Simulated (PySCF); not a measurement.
Ethylene carbonate, C3H4O3, SMILES O=C1OCCO1 at its PBE0/def2-SVP optimised geometry (Å):

```
10

O     -1.6483     2.5483    -1.3257
C     -1.1351     1.5084    -1.0826
O     -0.3721     1.2571     0.0000
C      0.0933    -0.0756     0.0000
C     -0.5061    -0.6718    -1.2850
O     -1.2283     0.4024    -1.8479
H     -0.2569    -0.5822     0.9119
H      1.1938    -0.0756     0.0000
H      0.2600    -1.0081    -1.9997
H     -1.1938    -1.5084    -1.0893
```

Level of theory: PBE0/def2-TZVP (PySCF). Cells within 0.4 Å of a nucleus heavier than hydrogen are left out (blank, or x).

Map of the deformation density (molecule minus spherical neutral atoms) (e/bohr³) on the plane z = 0.0 Å:

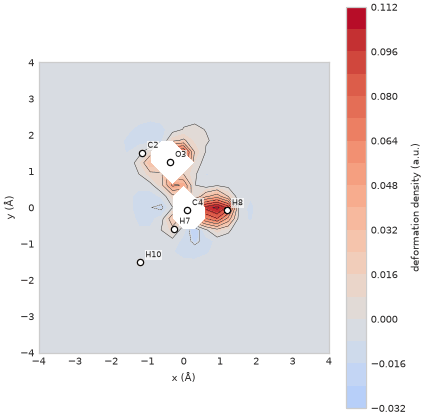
Figure: Deformation density (molecule minus spherical neutral atoms) (e/bohr³) on the plane z = 0.0 Å.
